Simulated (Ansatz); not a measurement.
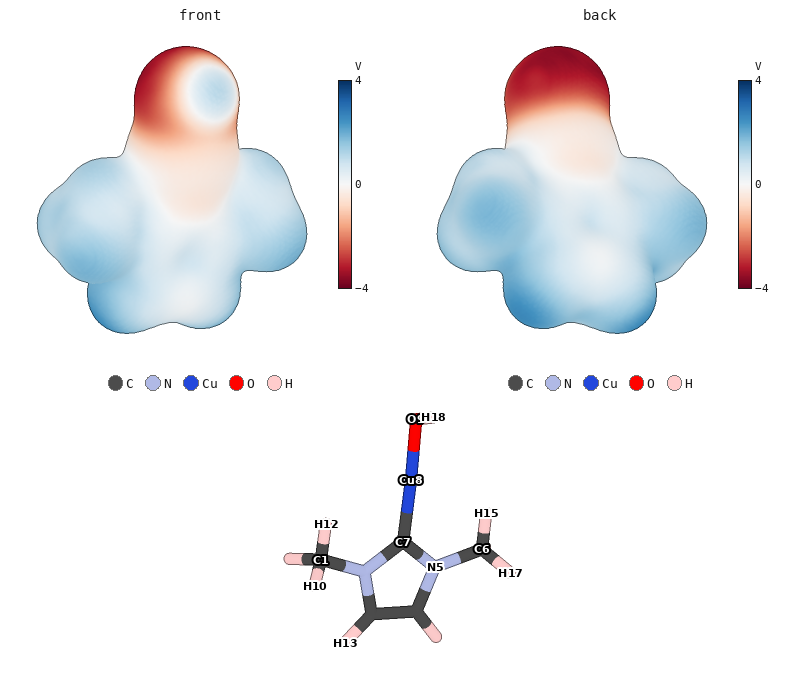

Figure 1: C5H9CuN2O (SMILES Cn1ccn(C)[c+]1[Cu-][OH]). The molecular electrostatic potential painted on the density surface at 0.004 e/bohr³, seen from the front and from behind; red is negative and blue positive. The bare structure is drawn below in the same view.

Geometry: PBE0-D4/def2-TZVP.

Level of theory: RKS PBE0-D4/def2-TZVPP (Ansatz).

Input

```
crystal:
  periodic: [false, false, false]
  atoms:
    - {symbol: C, position_ang: [1.864628, -1.225974, -0.995903]}
    - {symbol: N, position_ang: [0.812136, -0.245546, -0.868450]}
    - {symbol: C, position_ang: [0.528843, 0.720410, -1.802881]}
    - {symbol: C, position_ang: [-0.515567, 1.426957, -1.319581]}
    - {symbol: N, position_ang: [-0.835896, 0.868784, -0.106105]}
    - {symbol: C, position_ang: [-1.904523, 1.326620, 0.750338]}
    - {symbol: C, position_ang: [-0.023344, -0.170442, 0.192681]}
    - {symbol: Cu, position_ang: [-0.043325, -1.253074, 1.721490]}
    - {symbol: O, position_ang: [-0.119753, -2.370294, 3.121160]}
    - {symbol: H, position_ang: [2.834363, -0.733651, -1.086490]}
    - {symbol: H, position_ang: [1.694911, -1.856352, -1.870428]}
    - {symbol: H, position_ang: [1.856236, -1.844766, -0.099786]}
    - {symbol: H, position_ang: [1.083001, 0.824031, -2.720341]}
    - {symbol: H, position_ang: [-1.047891, 2.266513, -1.733493]}
    - {symbol: H, position_ang: [-1.929500, 0.682010, 1.627737]}
    - {symbol: H, position_ang: [-2.861903, 1.264989, 0.230234]}
    - {symbol: H, position_ang: [-1.727795, 2.357047, 1.063676]}
    - {symbol: H, position_ang: [0.335380, -2.037253, 3.896164]}
basis:
  gaussian: {orbitals: def2-TZVPP}
hamiltonian: {xc: pbe0, dispersion: d4}
output: {orbitals: {seedname: orbitals}}
```

Launched as:

```sh
ansatz run in.yaml --threads 4 --pin off --events-out ev --progress --plain --max-ram 66560MiB --backend cuda --devices 0, --max-vram 37GiB
```

Question: Where is the surface potential most negative and most positive?

Answer: The most negative region (about −3.5 V) lies over O9, the most positive (about +2.4 V) over H13 and H14. O9 is the likeliest acceptor of a hydrogen bond.
